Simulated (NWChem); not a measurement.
**SiH2IF (SMILES F[SiH2]I): levels of theory compared**

We compute a comparison of 3 runs (HF/3-21G, SVWN5/def2-SVP, MP2/def2-SVP) of SiH2IF. 

The calculation is run with NWChem 7.3.0.

## (1) The system as given

SiH2IF has 5 atoms, charge 0, and is taken as a singlet. As SMILES, `F[SiH2]I`. The coordinates come from a PBE0-D4/def2-TZVP relaxation.

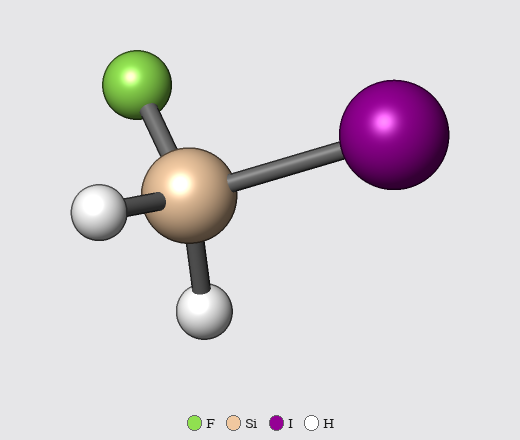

The structure, seen from a chosen angle (fluorine green, silicon light orange, iodine purple, hydrogen white).

## (2) Energy and forces at HF/3-21G (run 1)

run.py

```python
from ase import Atoms
from ase.calculators.nwchem import NWChem

mol = Atoms('FSiIHH', positions=[
    [-0.417100, -0.253200, 1.547200],
    [0.136500, -0.141300, 0.058300],
    [-1.229900, 1.421900, -1.188000],
    [0.040100, -1.472100, -0.573900],
    [1.520200, 0.371000, 0.115000],
])

calc = NWChem(
    label='run',
    theory='scf',
    memory='2200 mb',
    basis='3-21G',
    basispar='spherical bse',
    scf={'nopen': '0', 'rhf': None, 'thresh': '1e-08', 'maxiter': '80', 'print': 'low'},
)
mol.calc = calc

forces = mol.get_forces()
e = mol.get_potential_energy()
print(f"E = {e:.6f} eV")
print("forces (eV/A):")
for s, f in zip(mol.symbols, forces):
    print(f"{s:2s} {f[0]:10.5f} {f[1]:10.5f} {f[2]:10.5f}")
```

On the command line:

```sh
$ export ASE_NWCHEM_COMMAND="nwchem PREFIX.nwi > PREFIX.nwo"
$ python run.py
```

The program printed:

```text
E = -197958.214531 eV
forces (eV/A):
F    -0.62180   -0.10356    1.61260
Si    1.63882   -1.09231   -0.59192
I    -0.93167    1.08454   -0.90004
H     0.05122    0.17196   -0.01692
H    -0.13658   -0.06058   -0.10372
```

The calculator wrote run.nwi:

```
title "run"

permanent_dir run

scratch_dir run

start run

geometry units angstrom nocenter noautosym noautoz
  F  -4.1710000000000003e-01 -2.5319999999999998e-01 1.5471999999999999e+00
  Si 1.3650000000000001e-01 -1.4130000000000001e-01 5.8299999999999998e-02
  I  -1.2299000000000000e+00 1.4218999999999999e+00 -1.1879999999999999e+00
  H  4.0099999999999997e-02 -1.4721000000000000e+00 -5.7389999999999997e-01
  H  1.5202000000000000e+00 3.7100000000000000e-01 1.1500000000000000e-01
end

memory 2200 mb

basis spherical bse noprint
   * library 3-21G
end

scf
  nopen 0
  rhf
  thresh 1e-08
  maxiter 80
  print low
end

task scf gradient
```

run.nwo:

```text
Northwest Computational Chemistry Package (NWChem) 7.3.0
             --------------------------------------------------------

           Job information
           ---------------

    nwchem branch   = 7.3.0
    use scalapack   = T
    input           = run.nwi
    prefix          = run.
    data base       = run/run.db
    status          = startup
    nproc           =        1

           Memory information
           ------------------

[... 5 lines left out ...]
    hardfail = no
[... 104 lines left out ...]
       Final RHF  results
[... 3 lines left out ...]
      One-electron energy = -10637.698566651707
[... 1 line left out ...]
 Nuclear repulsion energy =    311.806431986005
[... 6 lines left out ...]
                         RHF ENERGY GRADIENTS

    atom               coordinates                        gradient
                 x          y          z           x          y          z
   1 F      -0.788205  -0.478479   2.923784    0.012092   0.002014  -0.031360
   2 Si      0.257948  -0.267018   0.110171   -0.031870   0.021242   0.011511
   3 I      -2.324174   2.687001  -2.244994    0.018118  -0.021091   0.017503
   4 H       0.075778  -2.781866  -1.084514   -0.000996  -0.003344   0.000329
   5 H       2.872761   0.701088   0.217318    0.002656   0.001178   0.002017

 Task  times  cpu:        9.0s     wall:        9.0s
 Total times  cpu:        9.0s     wall:        9.0s
```

Run time: 11 s. Hardware: 1 thread of Intel Xeon Platinum 8375C at 2.90GHz (Ice Lake), shared host; peak memory 0.1 GiB.

## (3) Energy and forces at SVWN5/def2-SVP (core potential) (run 2)

input.xyz

```xyz
5
FH2ISi
F     -0.417100    -0.253200     1.547200
Si     0.136500    -0.141300     0.058300
I     -1.229900     1.421900    -1.188000
H      0.040100    -1.472100    -0.573900
H      1.520200     0.371000     0.115000
```

input.nw

```
START input
TITLE "FH2ISi"
memory total 2200 mb

GEOMETRY noautosym nocenter noautoz
   load format xyz input.xyz
END

BASIS spherical bse
   * library def2-SVP
END

ECP bse
   I library def2-SVP
END

DFT
   xc slater vwn_5
   grid xfine
   convergence energy 1e-08
   iterations 100
   mulliken
   noprint "final vectors analysis"
END

TASK dft gradient
```

On the command line:

```sh
$ nwchem input.nw > input.out
```

The program printed:

```text
[...]
          Wavefunction type:  closed shell.
          No. of atoms     :     5
          No. of electrons :    50
[...]
          Charge           :     0
          Spin multiplicity:     1
[...]
          AO basis - number of functions:    68
[...]
              XC Information
              --------------
                        Slater Exchange Functional  1.000 local
                      VWN V Correlation Functional  1.000 local
[...]
 d= 0,ls=0.0,diis     1   -685.8502075728 -8.62D+02  2.74D-02  8.00D-01     2.7
[...]
 d= 0,ls=0.0,diis    11   -685.9340217701 -2.30D-10  1.42D-07  4.60D-11    20.6
         Total DFT energy =     -685.934021770148
      One electron energy =    -1411.217140427388
           Coulomb energy =      600.773481024262
    Exchange-Corr. energy =      -52.126374312805
 Nuclear repulsion energy =      176.636011945783
[...]
  wavefunction    = closed shell
                         DFT ENERGY GRADIENTS
    atom               coordinates                        gradient
                 x          y          z           x          y          z
   1 F      -0.788205  -0.478479   2.923784    0.006264   0.000999  -0.016123
   2 Si      0.257948  -0.267018   0.110171   -0.000272  -0.004246   0.011817
   3 I      -2.324174   2.687001  -2.244994    0.000074  -0.000189   0.000352
   4 H       0.075778  -2.781866  -1.084514    0.000978   0.006727   0.003850
   5 H       2.872761   0.701088   0.217318   -0.007045  -0.003290   0.000104
[...]
```

Wall time 28 s (1 thread of Intel Xeon Platinum 8375C at 2.90GHz (Ice Lake), shared host); peak memory 0.14 GiB.

## (4) Energy and gradient at MP2/def2-SVP (core potential) (run 3)

job.nw

```
start job
memory 2200 mb
charge 0
geometry units atomic noautosym nocenter noautoz
  F     -0.78820477    -0.47847865     2.92378426
  Si     0.25794762    -0.26701830     0.11017103
  I     -2.32417416     2.68700158    -2.24499464
  H      0.07577802    -2.78186583    -1.08451382
  H      2.87276165     0.70108839     0.21731850
end
basis spherical bse
  * library def2-SVP
end
ecp bse
  I library def2-SVP
end
scf
  thresh 1e-08
  maxiter 80
end
mp2
  freeze core 10
  tight
end
task mp2 gradient
```

On the command line:

```sh
$ nwchem job.nw > job.out
```

The program printed:

```text
[...]
  functions       =    68
[...]
  wavefunction    = RHF
[...]
         Total SCF energy =   -686.107861974588
      One-electron energy =  -1410.842453682033
      Two-electron energy =    548.098592606453
 Nuclear repulsion energy =    176.635999100992
        Time for solution =     10.1s
[...]
          Total MP2 energy          -686.508348860749
[...]
                         mp2 ENERGY GRADIENTS
    atom               coordinates                        gradient
                 x          y          z           x          y          z
   1 F      -0.788205  -0.478479   2.923784    0.007905   0.001573  -0.021183
   2 Si      0.257948  -0.267018   0.110171   -0.010892   0.001760   0.018562
   3 I      -2.324174   2.687002  -2.244995    0.001757  -0.002186   0.002079
   4 H       0.075778  -2.781866  -1.084514   -0.000663  -0.002153  -0.000318
   5 H       2.872762   0.701088   0.217319    0.001894   0.001006   0.000860
[...]
```

Run time: 28 s. Hardware: 1 thread of Intel Xeon Platinum 8375C at 2.90GHz (Ice Lake), shared host; peak memory 0.18 GiB.

## (5) All runs side by side

| run | level | iteration cap | module | energy (Eh) | largest force (eV/Å) | wall time |
| --- | --- | --- | --- | --- | --- | --- |
| 1 | HF/3-21G | 80 | scf | -7274.830262 | 2.057 | 11 s |
| 2 | SVWN5/def2-SVP (core potential) | 100 | dft | -685.934022 | 0.891 | 28 s |
| 3 | MP2/def2-SVP (core potential) | 80 | mp2 | -686.508349 | 1.165 | 28 s |

## (6) Outcome

| quantity | value |
| --- | --- |
| run 3: total energy | -686.50835 Eh |
| run 3: dipole moment (of the density that the program reports) | 1.34 D |
| run 3: HOMO energy (Hartree–Fock orbitals) | -10.48 eV |
| run 3: LUMO energy (Hartree–Fock orbitals) | 3.17 eV |
| run 3: HOMO–LUMO gap (Hartree–Fock orbitals) | 13.65 eV |
| run 3: correlation energy (10 core orbitals frozen) | -400.5 mEh |
| run 3: largest force on an atom | 1.165 eV/Å |

What this shows: Some runs of one species differ in core potentials or relativity; totals across that change don't compare. In run 1 relativity is left out where basis or elements ask for it. All runs together took 66 s, the longest 28 s.
